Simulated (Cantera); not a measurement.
A closed system holds: 1 mol SiHCl₃, a varied amount of N₂, held at 1900 K and 13300 Pa.

Cantera equilibrium calculation (NASA polynomials, part measured and part estimated; ideal gas, pure solids and liquids). Candidate condensed phases: NH₄Cl, Si, Si₃N₄; 28 gas species. The tables' values for SiCl₃, SiCl are old estimates; treat these amounts as uncertain. Rates play no part.

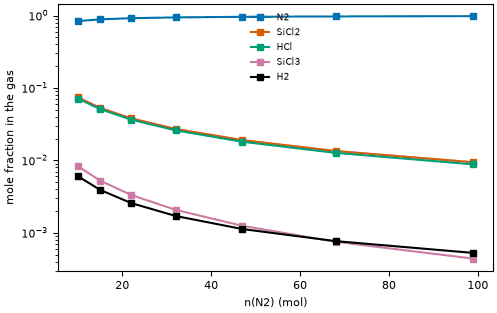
*Equilibrium gas composition (values under 1e-9 drawn at 1e-9)*

From 10 mol N₂ to 99 mol N₂ nothing is condensed. The main Si-bearing gas is SiCl₂ throughout.
